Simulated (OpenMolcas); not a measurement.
## Predicting a hybrid from its neighbours: CH4OSi

The species is CH4OSi (7 atoms), meant as a singlet with charge 0. As SMILES, `CO[SiH]`. The shape is that of a PBE0-D4/def2-TZVP optimisation. This is one conformer, not always the lowest.

The vertical electron affinity (to the doublet anion) y, in eV, basis aug-cc-pVDZ; a is the functional's share of exact exchange. Programs: OpenMolcas 26.06.

| functional | program | a | y (eV) |
| --- | --- | --- | --- |
| r2SCAN | OpenMolcas | 0 | 0.41 |
| PBE | OpenMolcas | 0 | 0.34 |
| B3LYP | OpenMolcas | 0.2 | 0.30 |
| PBE0 | OpenMolcas | 0.25 | ? |
| BHLYP | OpenMolcas | 0.5 | 0.16 |

**Question.** Fit y = c + s·a to the known rows and predict PBE0.

**Answer.** 
1. Means of the 4 rows: a = 0.1750, y = 0.302.
2. Σ(Δa)² = 0.1675, Σ(Δa·Δy) = -0.07175, so the slope is -0.07175/0.1675 = -0.42836.
3. Intercept: 0.302 − (-0.42836) × 0.1750 = 0.377. The largest residual of the fit is 0.037.
4. PBE0: 0.377 + (-0.42836) × 0.25 = 0.27 eV.

The run gave 0.33 eV, so the prediction is off by -0.06 eV, more than the largest residual. The rows mix families of semi-local functionals, which the line can't see.

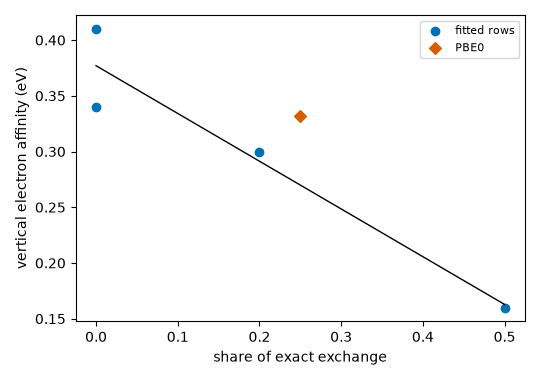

The fitted line, with the withheld row.
